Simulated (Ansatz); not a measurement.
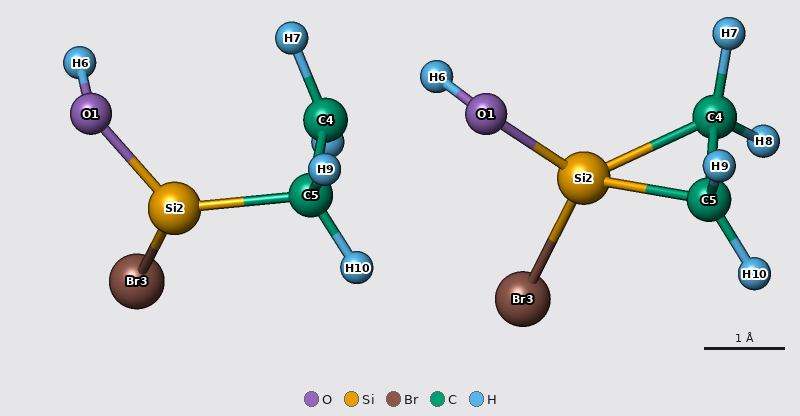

Two geometries of C2H5BrOSi (coarse preliminary run), drawn at one scale. One is the start of a relaxation, the other its converged end. The picture is a ball-and-stick view, seen at a tilt.

Computed with RKS PBE-D4/def2-SVP (Ansatz). (force threshold 0.03 eV/Å; at most 200 steps)

Question: Which one is relaxed?

Answer: The right one is the relaxed one. The start comes from a force field. The atom that moves furthest after the best rigid fit is H6 (0.62 Å). Largest moves by element: H 0.62 Å, Si 0.60 Å, Br 0.29 Å, C 0.19 Å, O 0.13 Å. Some distances before and after: Si2–C4 2.292 → 1.847 Å, C4–C5 1.405 → 1.595 Å, Si2–C5 1.768 → 1.835 Å, O1–Si2 1.608 → 1.671 Å. New bonds form: Si2–C4 (2.29 → 1.85 Å). Among the angles between lasting bonds that change: Si2–C5–C4 91.8° → 64.7°, H9–C5–H10 104.2° → 112.2°, Si2–C5–H9 112.7° → 119.4°. Over 13 accepted moves (14 points after the start) the energy falls by 38.1 kcal/mol. Largest force component: 3.7 eV/Å at the start, 0.014 eV/Å at the end. The line search rejected the trial step at point 9 of the run. Cost: 18 s on 4 threads of Arm Neoverse V2 (shared host).
